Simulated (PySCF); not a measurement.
# C5H8NPS: electronic excitations

What electronic excitations should C5H8NPS (`CN(C)c1cpcs1`) show?

Computed with PySCF 2.14.0, with density-fitted response routines of our own, on a single molecule in the gas phase. Atoms count from 0, in the outputs and in this text.

**1. Starting geometry**

16 atoms, charge 0, multiplicity 1; geometry from: GFN2-xTB.

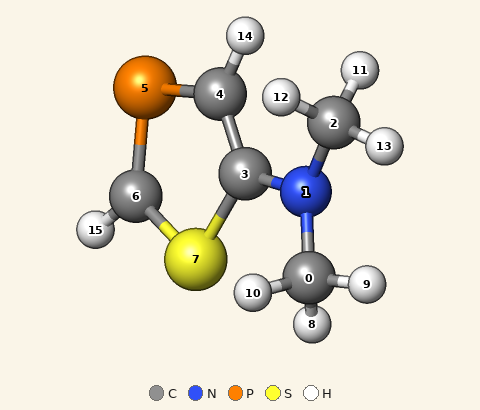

As it starts; carbon grey, nitrogen blue, phosphorus orange, sulfur yellow, hydrogen white, atoms numbered.

**2. Ultraviolet spectrum: B3LYP/def2-SVPD**

Job settings and geometry (Å):

```
{"job": {"kind": "uv", "xc": "B3LYP", "basis": "def2-SVPD", "nstates": 8, "ntriplets": 3}, "charge": 0, "multiplicity": 1}
C     -1.342113     1.264805    -0.673296
N     -0.802717    -0.010420    -0.268284
C     -1.672080    -0.876738     0.492864
C      0.547439    -0.111873    -0.061579
C      1.204349    -1.125382     0.578535
P      2.961543    -1.077053     0.630320
C      3.052040     0.390683    -0.217626
S      1.580764     1.129630    -0.717052
H     -0.789552     1.635025    -1.537444
H     -2.383826     1.136452    -0.961511
H     -1.284521     2.015938     0.124464
H     -1.410444    -1.917562     0.301956
H     -1.607681    -0.689728     1.571736
H     -2.698270    -0.717136     0.169236
H      0.682111    -1.947518     1.036867
H      3.955359     0.909821    -0.480597
```

Method: TDDFT B3LYP/def2-SVPD, vertical, gas phase, core orbitals frozen in the response.

Launch:

```bash
> OMP_NUM_THREADS=1 python probes_run.py task.json out
```

The driver reads the jobs from task.json and runs them one after another.

Predict these results of the whole session: lowest singlet (B3LYP/def2-SVPD); brightest single state of those computed; lowest triplet.

The runs gave:

| quantity | value |
| --- | --- |
| lowest singlet (B3LYP/def2-SVPD) | 4.01 eV (309 nm), f = 0.074 |
| brightest single state of those computed | state 8, 5.78 eV, f = 0.105 |
| lowest triplet | 2.73 eV |

The first singlet state (HOMO→LUMO 0.95) lies at 4.01 eV and is bright; of the 8 states computed, the strongest absorption comes from states 7 to 8 together at 5.78 eV (the last computed, so partners may be missing). The lowest triplet lies 1.28 eV below the lowest singlet (triplets in Tamm-Dancoff, singlets in full TDDFT). States above −ε(HOMO) lie where TDDFT describes them poorly and they hang on the basis; the brightest is among them.
